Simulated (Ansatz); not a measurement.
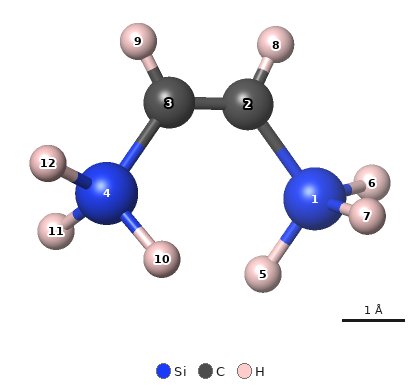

*The input geometry (ball-and-stick view, seen at a tilt; atoms are numbered from 1 in the order of the input).*

Bond lengths as drawn: C–C 1.36 Å, C–H 1.11 Å, C–Si 1.89 Å and H–Si 1.51 Å.

**Run report: C₂H₈Si₂, geometry relaxation (part 1 of 2)**

C₂H₈Si₂, computed with RKS PBE0-D4/def2-TZVP (Ansatz 0.2.0).

The geometry: PBE-D4/def2-SVP start. Figures and captions count atoms from 1; the log counts them from 0 in places.

### Output
```
Functional definition: PBE0
  name "PBE0"
  cite "Adamo & Barone, J. Chem. Phys. 110, 6158 (1999) doi:10.1063/1.478522"
  cite "Perdew, Burke & Ernzerhof, Phys. Rev. Lett. 77, 3865 (1996) doi:10.1103/PhysRevLett.77.3865"
  parent pbe
  parameter a = 0.25
  parameter kappa = 0.804
  parameter beta = 0.06672455060314922
  exchange = (1 - a)*pbe_x(kappa = kappa, mu = beta*pi^2/3) + a*exact_x
  correlation = pbe_c(beta = beta)
1248 factors; their error is unknown
mean field evaluation 1: about -17944.9751 eV, gradient 4.6e1 eV
mean field evaluation 2: about -17940.9898 eV, gradient 5.8e1 eV
mean field evaluation 4: about -17950.2436 eV, gradient 9.3e-1 eV
mean field evaluation 8: about -17950.3093 eV, gradient 3.0e-1 eV
mean field evaluation 16: about -17950.3095 eV, gradient 1.5e-5 eV
mean field -17950.30946080 eV, -659.6617055277 hartree, gradient 1.5e-5 eV, S^2 0.000000; 0 other end points of the search recorded, 0 dependent functions left out
the calculation of the forces begins
reference -17950.30949826 eV, -659.6617069044 hartree; 24, 24 occupied and 160, 160 virtual orbitals, 1248 factors
relax step   1: F+E_penalty+E_count = -17950.53904532 eV  Δ(F+E_penalty+E_count) = +0.000e0 eV  max|allowed force component| = 5.850e-1 eV/Å  Δτ_max = 0.0000 Å  (27 SCF iters, accepted)
these checks for a lower state are left out or cut short: starts, cluster_reference, orbital_swaps, neighbouring_geometries, increment
1248 factors; their error is unknown
mean field -17950.35342709 eV, -659.6633212591 hartree, gradient 1.3e-5 eV, S^2 0.000000; 0 other end points of the search recorded, 0 dependent functions left out
the calculation of the forces begins
reference -17950.35346430 eV, -659.6633226265 hartree; 24, 24 occupied and 160, 160 virtual orbitals, 1248 factors
relax step   2: F+E_penalty+E_count = -17950.58500701 eV  Δ(F+E_penalty+E_count) = -4.596e-2 eV  max|allowed force component| = 1.470e-1 eV/Å  Δτ_max = 0.0400 Å  (31 SCF iters, accepted)
these checks for a lower state are left out or cut short: starts, cluster_reference, orbital_swaps, neighbouring_geometries, increment
1248 factors; their error is unknown
mean field -17950.35450860 eV, -659.6633610037 hartree, gradient 1.3e-5 eV, S^2 0.000000; 0 other end points of the search recorded, 0 dependent functions left out
the calculation of the forces begins
reference -17950.35454575 eV, -659.6633623691 hartree; 24, 24 occupied and 160, 160 virtual orbitals, 1248 factors
relax step   3: F+E_penalty+E_count = -17950.58661251 eV  Δ(F+E_penalty+E_count) = -1.605e-3 eV  max|allowed force component| = 1.133e-1 eV/Å  Δτ_max = 0.0249 Å  (31 SCF iters, accepted)
these checks for a lower state are left out or cut short: starts, cluster_reference, orbital_swaps, neighbouring_geometries, increment
1248 factors; their error is unknown
mean field evaluation 32: about -17950.2906 eV, gradient 8.8e-1 eV
mean field -17950.35597689 eV, -659.6634149626 hartree, gradient 1.3e-5 eV, S^2 0.000000; 0 other end points of the search recorded, 0 dependent functions left out
the calculation of the forces begins
reference -17950.35601402 eV, -659.6634163268 hartree; 24, 24 occupied and 160, 160 virtual orbitals, 1248 factors
relax step   4: F+E_penalty+E_count = -17950.58816461 eV  Δ(F+E_penalty+E_count) = -1.552e-3 eV  max|allowed force component| = 3.391e-2 eV/Å  Δτ_max = 0.0196 Å  (30 SCF iters, accepted)
these checks for a lower state are left out or cut short: starts, cluster_reference, orbital_swaps, neighbouring_geometries, increment
1248 factors; their error is unknown
mean field -17950.35611063 eV, -659.6634198773 hartree, gradient 1.4e-5 eV, S^2 0.000000; 0 other end points of the search recorded, 0 dependent functions left out
the calculation of the forces begins
reference -17950.35614774 eV, -659.6634212409 hartree; 24, 24 occupied and 160, 160 virtual orbitals, 1248 factors
relax step   5: F+E_penalty+E_count = -17950.58834913 eV  Δ(F+E_penalty+E_count) = -1.845e-4 eV  max|allowed force component| = 1.746e-2 eV/Å  Δτ_max = 0.0142 Å  (31 SCF iters, accepted)
these checks for a lower state are left out or cut short: starts, cluster_reference, orbital_swaps, neighbouring_geometries, increment
1248 factors; their error is unknown
mean field -17950.35635025 eV, -659.6634286833 hartree, gradient 1.5e-5 eV, S^2 0.000000; 0 other end points of the search recorded, 0 dependent functions left out
the calculation of the forces begins
reference -17950.35638735 eV, -659.6634300466 hartree; 24, 24 occupied and 160, 160 virtual orbitals, 1248 factors
relax step   6: F+E_penalty+E_count = -17950.58844002 eV  Δ(F+E_penalty+E_count) = -9.089e-5 eV  max|allowed force component| = 2.685e-3 eV/Å  Δτ_max = 0.0090 Å  (30 SCF iters, accepted)
these checks for a lower state are left out or cut short: starts, cluster_reference, orbital_swaps, neighbouring_geometries, increment
1248 factors; their error is unknown
mean field -17950.35648539 eV, -659.6634336494 hartree, gradient 1.6e-5 eV, S^2 0.000000; 0 other end points of the search recorded, 0 dependent functions left out
the calculation of the forces begins
reference -17950.35652247 eV, -659.6634350122 hartree; 24, 24 occupied and 160, 160 virtual orbitals, 1248 factors
relax step   7: F+E_penalty+E_count = -17950.58847128 eV  Δ(F+E_penalty+E_count) = -3.126e-5 eV  max|allowed force component| = 8.661e-3 eV/Å  Δτ_max = 0.0094 Å  (30 SCF iters, accepted)
these checks for a lower state are left out or cut short: starts, cluster_reference, orbital_swaps, neighbouring_geometries, increment
1248 factors; their error is unknown
mean field evaluation 64: about -17950.3567 eV, gradient 3.0e-3 eV
mean field -17950.35665594 eV, -659.6634399169 hartree, gradient 1.5e-5 eV, S^2 0.000000; 0 other end points of the search recorded, 0 dependent functions left out
the calculation of the forces begins
reference -17950.35669301 eV, -659.6634412793 hartree; 24, 24 occupied and 160, 160 virtual orbitals, 1248 factors
relax step   8: F+E_penalty+E_count = -17950.58849956 eV  Δ(F+E_penalty+E_count) = -2.828e-5 eV  max|allowed force component| = 1.359e-2 eV/Å  Δτ_max = 0.0126 Å  (30 SCF iters, accepted)
these checks for a lower state are left out or cut short: starts, cluster_reference, orbital_swaps, neighbouring_geometries, increment
1248 factors; their error is unknown
mean field -17950.35684392 eV, -659.6634468252 hartree, gradient 1.5e-5 eV, S^2 0.000000; 0 other end points of the search recorded, 0 dependent functions left out
the calculation of the forces begins
reference -17950.35688098 eV, -659.6634481872 hartree; 24, 24 occupied and 160, 160 virtual orbitals, 1248 factors
relax step   9: F+E_penalty+E_count = -17950.58852172 eV  Δ(F+E_penalty+E_count) = -2.216e-5 eV  max|allowed force component| = 8.000e-3 eV/Å  Δτ_max = 0.0135 Å  (29 SCF iters, accepted)
these checks for a lower state are left out or cut short: starts, cluster_reference, orbital_swaps, neighbouring_geometries, increment
1248 factors; their error is unknown
mean field -17950.35690402 eV, -659.6634490337 hartree, gradient 1.3e-5 eV, S^2 0.000000; 0 other end points of the search recorded, 0 dependent functions left out
the calculation of the forces begins
reference -17950.35694107 eV, -659.6634503955 hartree; 24, 24 occupied and 160, 160 virtual orbitals, 1248 factors
relax step  10: F+E_penalty+E_count = -17950.58852558 eV  Δ(F+E_penalty+E_count) = -3.860e-6 eV  max|allowed force component| = 2.505e-3 eV/Å  Δτ_max = 0.0065 Å  (31 SCF iters, accepted)
1248 factors; their error is unknown
mean field evaluation 96: about -17950.3569 eV, gradient 3.2e-4 eV
```

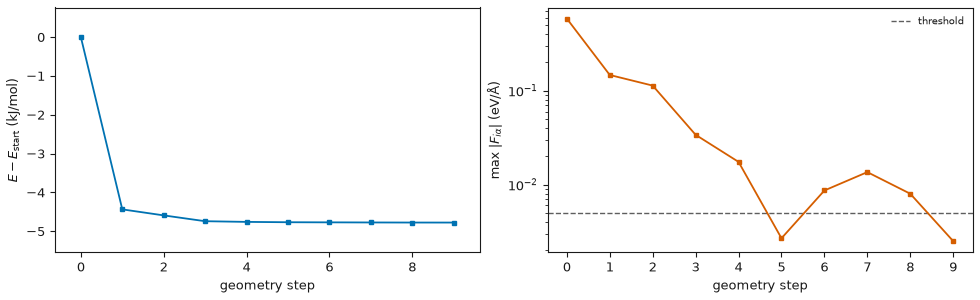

*Progress of the relaxation, step by step (the first geometry is step 0 here and step 1 in the log).*

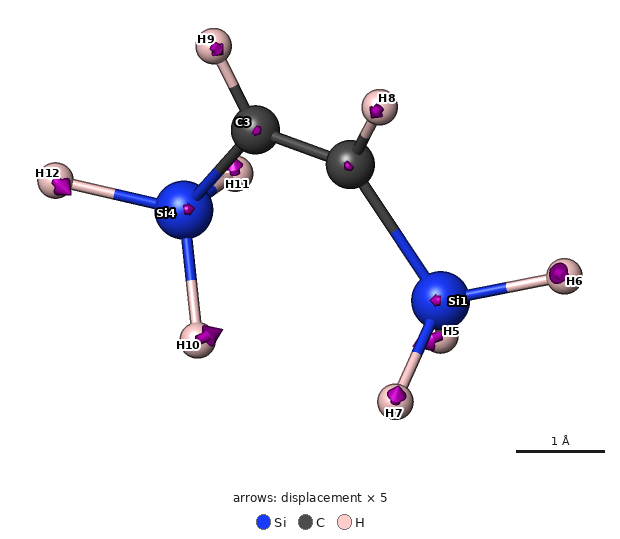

*The starting structure with the displacements as pink arrows, magnified 5 times (ball-and-stick view, seen at a tilt). The two geometries are laid on each other by the best rigid fit.*

The largest move after the best rigid fit is that of H5, 0.076 Å. By element the largest moves are H 0.076 Å, Si 0.027 Å, C 0.019 Å. Distances before and after: Si1–H5 1.505 → 1.485 Å, C2–C3 1.357 → 1.338 Å, C3–Si4 1.888 → 1.870 Å, C2–H8 1.109 → 1.092 Å. After 9 geometry steps the energy has fallen by 4.77 kJ/mol. Largest force component: 0.59 eV/Å at the start, 0.0025 eV/Å at the end. (Atoms are counted from 1 in the order of the input.)

```
mean field -17950.35690402 eV, -659.6634490337 hartree, gradient 4.4e-5 eV, S^2 0.000000; 1 other end points of the search recorded, 0 dependent functions left out
the calculation of the forces begins
reference -17950.35694107 eV, -659.6634503955 hartree; 24, 24 occupied and 160, 160 virtual orbitals, 1248 factors
Total energy: -17950.58856264 eV, -659.6719623311 hartree
Atom 0 at    -0.654567     1.726096    -0.243280 Å, force    -0.000210     0.001117     0.001666 eV/Å
Atom 1 at    -0.312388     0.467880     1.096311 Å, force    -0.000531    -0.002505    -0.000733 eV/Å
Atom 2 at     0.159369    -0.773196     0.932851 Å, force    -0.001160     0.001692     0.000432 eV/Å
Atom 3 at     0.678809    -1.576839    -0.673332 Å, force     0.001551    -0.000651     0.001489 eV/Å
Atom 4 at    -0.969471     1.061920    -1.534117 Å, force     0.001371     0.001756     0.001449 eV/Å
Atom 5 at    -1.820268     2.550463     0.172409 Å, force     0.000962    -0.000689    -0.001192 eV/Å
Atom 6 at     0.509644     2.632744    -0.436461 Å, force    -0.002283    -0.001947    -0.001253 eV/Å
Atom 7 at    -0.546795     0.788386     2.113317 Å, force     0.001218     0.000317    -0.000237 eV/Å
Atom 8 at     0.278186    -1.389183     1.826403 Å, force    -0.000344     0.000405    -0.000785 eV/Å
Atom 9 at     1.147625    -0.563482    -1.653032 Å, force    -0.001664    -0.001782     0.000305 eV/Å
Atom 10 at    -0.443088    -2.348175    -1.274194 Å, force     0.001995     0.002113    -0.000154 eV/Å
Atom 11 at     1.790843    -2.521715    -0.387474 Å, force    -0.000904     0.000173    -0.000987 eV/Å
Dipole moment:    -0.010826    -0.026217     0.173283 e Å
```

### Trajectory as extended XYZ (Å, eV, eV/Å), 10 frames, from step=1 to step=10
```
12
Properties=species:S:1:pos:R:3:forces:R:3 step=1 energy=-17950.53905
Si   -0.6769    1.7400   -0.2455    0.0265  -0.0073  -0.0284
C    -0.3272    0.4706    1.1080    0.2330  -0.5850   0.1268
C     0.1696   -0.7813    0.9442   -0.2503   0.5331   0.2806
Si    0.7024   -1.5895   -0.6764   -0.0269   0.0108  -0.0392
H    -1.0453    1.0640   -1.5390    0.0877   0.1408   0.2972
H    -1.8226    2.6113    0.1956    0.2459  -0.2061  -0.0877
H     0.5179    2.6285   -0.4878   -0.2740  -0.2210   0.0717
H    -0.5692    0.7925    2.1408    0.1196  -0.1736  -0.5171
H     0.2951   -1.4030    1.8533   -0.0650   0.3197  -0.4498
H     1.2179   -0.5636   -1.6499   -0.1206  -0.2215   0.2288
H    -0.4406   -2.3339   -1.3204    0.2594   0.1806   0.1663
H     1.7969   -2.5808   -0.3836   -0.2353   0.2296  -0.0493
```
